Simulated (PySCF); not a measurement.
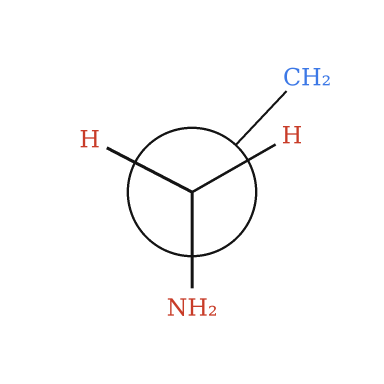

A Newman projection along the Ge–N bond, germanium in front; angles are drawn as computed, but eclipsed bonds slightly apart. The geometry was computed by an optimisation with PBE0-D3(BJ)/def2-SVP. No frequency run is at hand to confirm it as a minimum.

**Which molecule is it?**

CH6GeN2, C=[N][GeH2][NH2]

**What is the torsion angle from the front NH2 to the back CH2? The sign is positive where the front bond must turn clockwise to cover the back bond.**

−123°, anticlinal.
